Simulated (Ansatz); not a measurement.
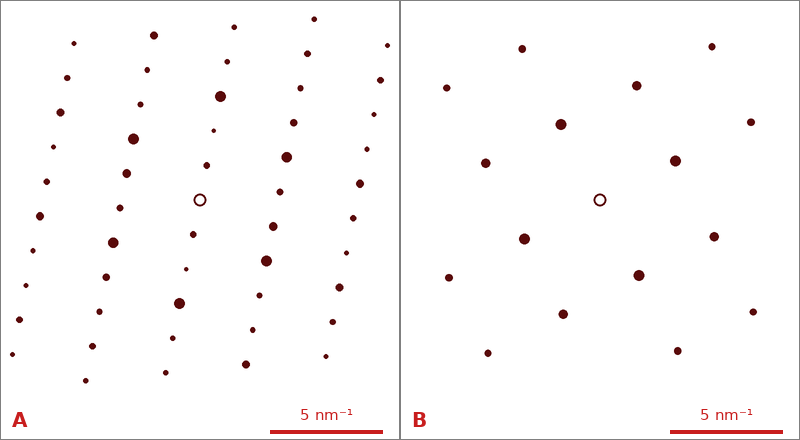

Kinematic electron diffraction patterns (200 kV, B = 0.5 Å², same scale, each along a low-index zone) of two structures of composition Nb2Br, each relaxed at zero pressure with DFT PBE, scalar-relativistic, plane waves, PAW (Ansatz 0.2.0).

The structures (standard cells):
1. I4_1/amd (No. 141), a = 5.235 Å, c = 8.696 Å, 12 atoms; generated start, possibly hypothetical
2. R3m (No. 160), a = 3.335 Å, c = 18.934 Å (hexagonal axes), 9 atoms; generated start, possibly hypothetical

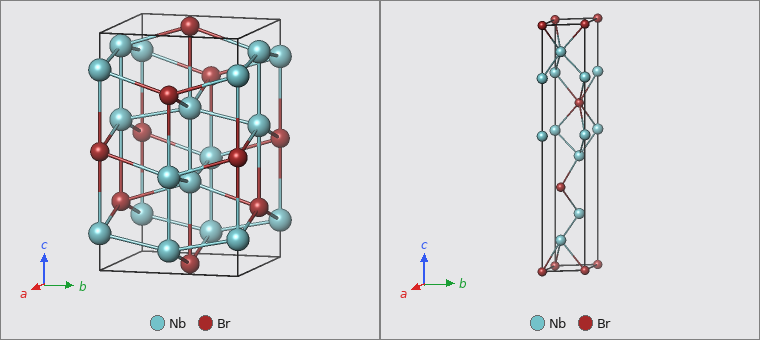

Drawings of the structures 1 to 2, from left to right (each may span several cells).

Which pattern belongs to which structure, and along which zone?

A is structure 2 along [100] or an equivalent direction: oblique net of 0 0 3 at d = 6.31 Å and 0 -1 1 at d = 2.85 Å, 81.3° apart. B is structure 1 along [001]: square net of 2 0 0 at d = 2.62 Å and 0 2 0 at d = 2.62 Å, 90.0° apart (some points of this net are extinct or too weak to see).

Which structure lies lowest at this level of theory, and by how much?

Structure 2 (R3m, 20.26 Å³ an atom) is the lowest of these; structure 1 (I4_1/amd, 19.86 Å³ an atom) lies about 300 meV an atom higher. These are static energies at 0 K; other structures, not shown, may lie lower still.
